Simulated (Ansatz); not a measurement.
## Electronic structure of CH4CuO (charge +1) in real space

Input

```
crystal:
  periodic: [false, false, false]
  atoms:
    - {symbol: Cu, position_ang: [0.807718, -0.855789, -2.098817]}
    - {symbol: C, position_ang: [-0.467926, 0.348607, 0.379143]}
    - {symbol: O, position_ang: [0.654793, -0.318048, -0.256034]}
    - {symbol: H, position_ang: [-0.959085, 0.946701, -0.384001]}
    - {symbol: H, position_ang: [-0.088962, 1.001591, 1.163826]}
    - {symbol: H, position_ang: [-1.157788, -0.390694, 0.784542]}
    - {symbol: H, position_ang: [1.211249, -0.732369, 0.411439]}
basis:
  gaussian: {orbitals: "def2-TZVPPD.json"}
total_charge: 1
hamiltonian: {xc: pbe0, dispersion: d4}
output: {orbitals: {seedname: orbitals}}
```

Command:

```sh
ansatz run in.yaml --threads 4 --pin off --events-out ev --progress --plain --max-ram 9574MiB
```

Geometry: PBE0-D4/def2-TZVP.

All numbers below come from RKS PBE0-D4/def2-TZVPPD (Ansatz).

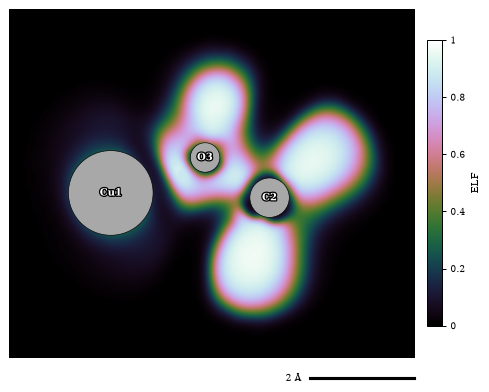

Figure 1. ELF on the plane of atoms Cu1, O3 and C2. Grey discs cover the atomic cores.

> What do the fields say about this system?

The plane passes through Cu, C and O nuclei.
C–O (1.45 Å): the ELF peaks at about 0.90 between the atoms, as expected for a shared but strongly polarised pair.
Cu–O (1.93 Å): the ELF peaks at about 0.90 in the valence shell of O, 0.6 Å from its nucleus, and is about 0.15 at the midpoint.

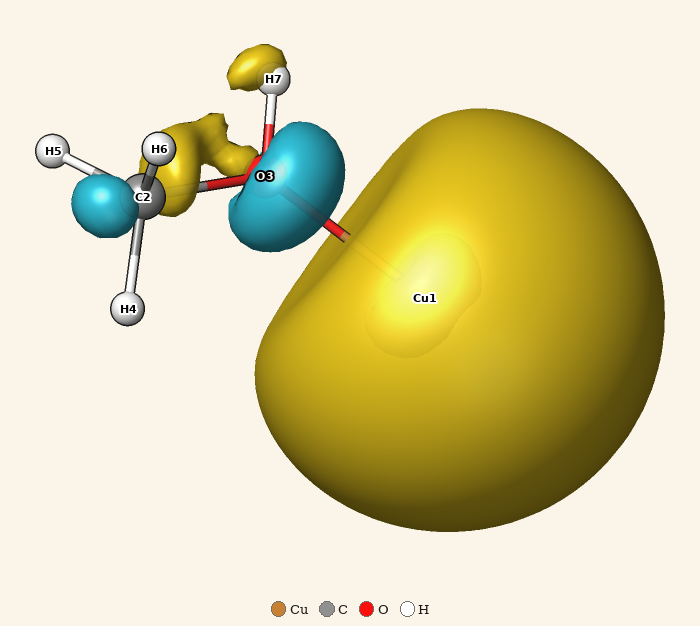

Figure 2. One frontier orbital at ±0.08 Å⁻³ᐟ² (yellow and cyan are the two phases), seen at a tilt.

> Which orbital is it: HOMO or LUMO?

The LUMO, at −7.92 eV. Its weight (Hirshfeld) is mainly on Cu1 (about 90 %).

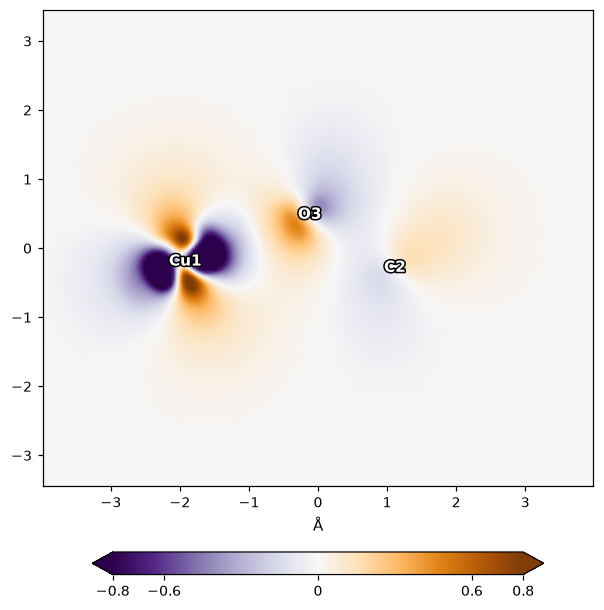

Figure 3. The HOMO on the plane of atoms Cu1, O3 and C2 (values in Å⁻³ᐟ²; the overall sign is arbitrary).

> What is the character of this orbital?

By Hirshfeld shares it lies mainly on Cu1 (about 80 %) and O3 (about 10 %). Its energy is −13.45 eV.
